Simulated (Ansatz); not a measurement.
# BH2Br (SMILES [H]B([H])Br): MP2/STO-3G

Aim: the vertical singlet–triplet gap of BH2Br at MP2/STO-3G, from 2 runs. 

Program for the calculation: Ansatz 0.2.0.

51 further runs of the same task are left out: 2 that didn't finish, 49 set aside as unsound or not needed.

**1. The molecule**

The species is BH2Br (4 atoms), meant as a singlet with charge 0. SMILES: `[H]B([H])Br`. Geometry: relaxed at GFN2-xTB.

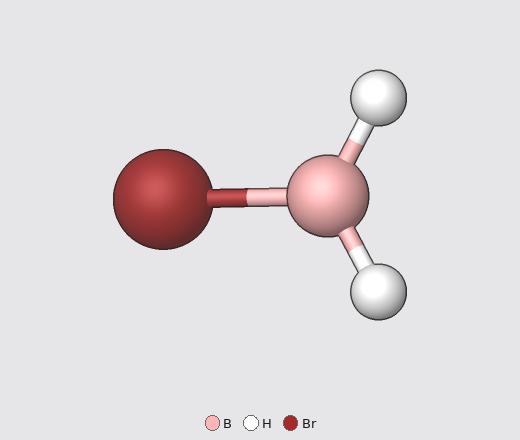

The structure, seen from a chosen angle (boron pink, hydrogen white, bromine red).

**2. The energy at MP2/STO-3G**

File input.yaml:

```yaml
crystal:
  periodic: [false, false, false]
  atoms:
    - {symbol: B, position_ang: [0.091040, 0.150920, -0.000430]}
    - {symbol: H, position_ang: [1.259830, 0.109070, 0.015270]}
    - {symbol: H, position_ang: [-0.490130, 1.165750, -0.019120]}
    - {symbol: Br, position_ang: [-0.860740, -1.425740, 0.004280]}
basis:
  gaussian:
    orbitals: STO-3G
correlation:
  method: mp2
  frozen_orbitals: {B: 1, Br: 9, H: 0}
accuracy: high
```

On the command line:

```bash
$ ansatz run input.yaml --threads 1 --pin off --max-ram 2610MiB --events-out events.jsonl --progress --plain --runs-dir runs
```

Log:

```text
Warning: RAYON_NUM_THREADS=1 ignored (pool sized by the plan → 1); use --threads N
Functional definition: HF
  name "HF"
  exchange = exact_x
  correlation = 0
344 factors; integrals over basis functions are off by at most 1.9e-8 eV
mean field evaluation 1: about -69937.9031 eV, gradient 1.6e1 eV
mean field evaluation 2: about -69937.9323 eV, gradient 1.6e1 eV
mean field evaluation 4: about -69939.1503 eV, gradient 9.0e-1 eV
mean field evaluation 8: about -69939.1542 eV, gradient 3.4e-6 eV
mean field -69939.15423703 eV, -2570.2165117493 hartree, gradient 5.9e-8 eV, S^2 0.000000; 0 other end points of the search recorded, 0 dependent functions left out
10 core orbitals not correlated: weight in the atoms' cores, before any rotation towards them, 1.000 or more for the frozen orbitals, at most 0.000 for the correlated occupied ones
reference -69939.15423703 eV, -2570.2165117493 hartree; 11, 11 occupied and 4, 4 virtual orbitals, 344 factors
second order -1.23940078 eV of doubles, -0.00000000 eV of singles
Total energy: -69940.39363781 eV, -2570.2620588879 hartree
```

Wall time 0.18 s (1 thread of Arm Neoverse V1, shared host).

**3. The triplet, same level**

File in.yaml:

```yaml
basis:
  gaussian:
    orbitals: STO-3G
crystal:
  periodic: [false, false, false]
  atoms:
    - symbol: B
      position_ang: [0.091040, 0.150920, -0.000430]
    - symbol: H
      position_ang: [1.259830, 0.109070, 0.015270]
    - symbol: H
      position_ang: [-0.490130, 1.165750, -0.019120]
    - symbol: Br
      position_ang: [-0.860740, -1.425740, 0.004280]
magnetization:
  spin_polarized: true
  initial_magnetization: 2
correlation:
  method: mp2
  frozen_orbitals: {B: 1, Br: 9, H: 0}
accuracy: high
```

On the command line:

```bash
$ ansatz run in.yaml --threads 1 --pin off --max-ram 2610MiB --events-out events.jsonl --progress --plain --runs-dir runs
```

Log, shortened:

```text
Warning: RAYON_NUM_THREADS=1 ignored (pool sized by the plan → 1); use --threads N
[... 2 set-up lines as earlier in the session ...]
[...]
344 factors; integrals over basis functions are off by at most 1.9e-8 eV
[...]
mean field -69933.82295954 eV, -2570.0205909154 hartree, gradient 2.6e-8 eV, S^2 2.005924; 5 other end points of the search recorded, 0 dependent functions left out
10 core orbitals not correlated: weight in the atoms' cores, before any rotation towards them, 1.000 or more for the frozen orbitals, at most 0.000 for the correlated occupied ones
reference -69933.82295954 eV, -2570.0205909154 hartree; 12, 10 occupied and 3, 5 virtual orbitals, 344 factors
second order -0.94963681 eV of doubles, -0.00000000 eV of singles
Total energy: -69934.77259635 eV, -2570.0554894245 hartree
```

Run time: 0.36 s. Hardware: 1 thread of Arm Neoverse V1, shared host.

**4. Results**

At MP2/STO-3G, 10 core orbitals frozen:

| quantity | value |
| --- | --- |
| singlet: total energy | -2570.26206 Eh |
| singlet: correlation energy (10 core orbitals frozen) | -45.5 mEh |
| triplet: total energy | -2570.05549 Eh |
| triplet: correlation energy (10 core orbitals frozen) | -34.9 mEh |
| triplet: ⟨S²⟩ of the reference determinant | 2.006 |
| vertical energy of the triplet above the singlet | 5.621 eV |

At this shape the triplet lies 5.62 eV (130 kcal/mol) above the singlet. In a minimal basis such a difference can be off by several eV, whatever the method.
